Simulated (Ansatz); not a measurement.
# [PH2]− (SMILES [PH2-]) at CAM-B3LYP/3-21G

Aim: the vertical singlet–triplet gap of [PH2]− at CAM-B3LYP/3-21G, from 2 runs. 

Program for the calculation: Ansatz 0.2.0.

2 further runs of the same task are left out: 2 that didn't finish.

## Step 1: The structure to begin with

[PH2]−: 3 atoms, total charge -1, spin state singlet. As SMILES, `[PH2-]`. The shape is that of a GFN2-xTB optimisation.

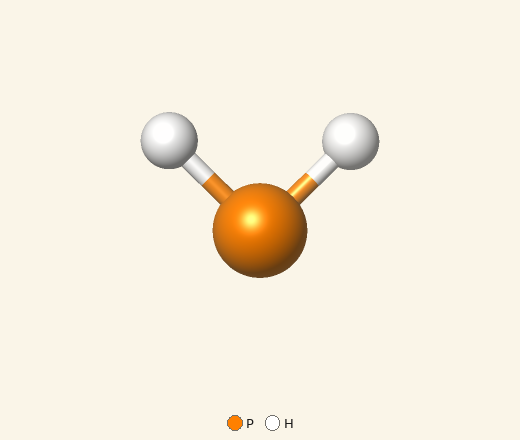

The structure, seen from a chosen angle (phosphorus orange, hydrogen white).

## Step 2: A single-point energy at CAM-B3LYP/3-21G

Contents of in.yaml:

```yaml
basis:
  gaussian: {orbitals: 3-21G.json}
crystal:
  periodic: [false, false, false]
  atoms:
    - {symbol: P, position_ang: [0.498920, -0.293580, 0.245050]}
    - {symbol: H, position_ang: [0.105590, 0.990220, 0.165130]}
    - {symbol: H, position_ang: [-0.604500, -0.696650, -0.410180]}
total_charge: -1
hamiltonian: {xc: {name: CAM-B3LYP}}
accuracy: high
```

The basis set 3-21G is read from a file made from the Basis Set Exchange's data (not shown).

Run with:

```
ansatz run in.yaml --threads 1 --pin off --max-ram 2610MiB --events-out events.jsonl --progress --plain --runs-dir runs
```

Output:

```text
Warning: RAYON_NUM_THREADS=1 ignored (pool sized by the plan → 1); use --threads N
Functional definition: CAM-B3LYP
  name "CAM-B3LYP"
  parameter alpha = 0.19
  parameter beta = 0.46
  parameter omega = 0.33/bohr
  parameter ac = 0.81
  exchange = (1 - alpha - beta)*b88_x + beta*b88_x_sr(omega) + alpha*exact_x + beta*exact_x_lr(omega)
  correlation = (1 - ac)*vwn5_c + ac*lyp_c
323 factors; integrals over basis functions are off by at most 2.1e-9 eV
138 factors; integrals over basis functions are off by at most 1.6e-9 eV
mean field evaluation 1: about -9272.2756 eV, gradient 7.2e0 eV
mean field evaluation 2: about -9272.5152 eV, gradient 1.3e0 eV
mean field evaluation 4: about -9272.5118 eV, gradient 1.8e-1 eV
mean field evaluation 8: about -9272.5120 eV, gradient 8.1e-4 eV
mean field -9272.51197190 eV, -340.7585298329 hartree, gradient 8.5e-8 eV, S^2 0.000000; 0 other end points of the search recorded, 0 dependent functions left out
reference -9272.51198376 eV, -340.7585302687 hartree; 9, 9 occupied and 8, 8 virtual orbitals, 323 factors
Total energy: -9272.51198376 eV, -340.7585302687 hartree
```

It took 0.64 s on 1 thread of Arm Neoverse V1, shared host.

## Step 3: The triplet

Contents of in.yaml:

```yaml
crystal:
  periodic: [false, false, false]
  atoms:
    - symbol: P
      position_ang: [0.498920, -0.293580, 0.245050]
    - symbol: H
      position_ang: [0.105590, 0.990220, 0.165130]
    - symbol: H
      position_ang: [-0.604500, -0.696650, -0.410180]
basis:
  gaussian:
    orbitals: 3-21G.json
hamiltonian:
  xc: {name: CAM-B3LYP}
accuracy: high
magnetization:
  spin_polarized: true
  initial_magnetization: 2
total_charge: -1
```

The basis set 3-21G is read from a file made from the Basis Set Exchange's data (not shown).

Run with:

```
ansatz run in.yaml --threads 1 --pin off --max-ram 2610MiB --events-out events.jsonl --progress --plain --runs-dir runs
```

Output:

```text
Warning: RAYON_NUM_THREADS=1 ignored (pool sized by the plan → 1); use --threads N
Functional definition: CAM-B3LYP
  name "CAM-B3LYP"
  parameter alpha = 0.19
  parameter beta = 0.46
  parameter omega = 0.33/bohr
  parameter ac = 0.81
  exchange = (1 - alpha - beta)*b88_x + beta*b88_x_sr(omega) + alpha*exact_x + beta*exact_x_lr(omega)
  correlation = (1 - ac)*vwn5_c + ac*lyp_c
323 factors; integrals over basis functions are off by at most 2.1e-9 eV
138 factors; integrals over basis functions are off by at most 1.6e-9 eV
mean field evaluation 1: about -9267.3458 eV, gradient 6.8e0 eV
mean field evaluation 2: about -9267.6519 eV, gradient 2.7e0 eV
mean field evaluation 4: about -9267.6951 eV, gradient 6.0e-2 eV
mean field evaluation 8: about -9267.6904 eV, gradient 4.2e-4 eV
mean field evaluation 16: about -9267.6904 eV, gradient 4.9e-7 eV
mean field -9267.69041630 eV, -340.5813409328 hartree, gradient 4.9e-8 eV, S^2 2.002994; 0 other end points of the search recorded, 0 dependent functions left out
reference -9267.69042874 eV, -340.5813413899 hartree; 10, 8 occupied and 7, 9 virtual orbitals, 323 factors
Total energy: -9267.69042874 eV, -340.5813413899 hartree
```

Wall time 1.1 s (1 thread of Arm Neoverse V1, shared host); peak memory 0.099 GiB.

## Step 4: What came out

Level: CAM-B3LYP/3-21G.

```
                                        quantity          value
                           singlet: total energy  -340.75853 Eh
                           triplet: total energy  -340.58134 Eh
                                   triplet: ⟨S²⟩          2.003
vertical energy of the triplet above the singlet       4.822 eV
```

What this shows: At this shape the triplet lies 4.82 eV (465 kJ/mol) above the singlet. For an anion a state so high probably lies above electron detachment.
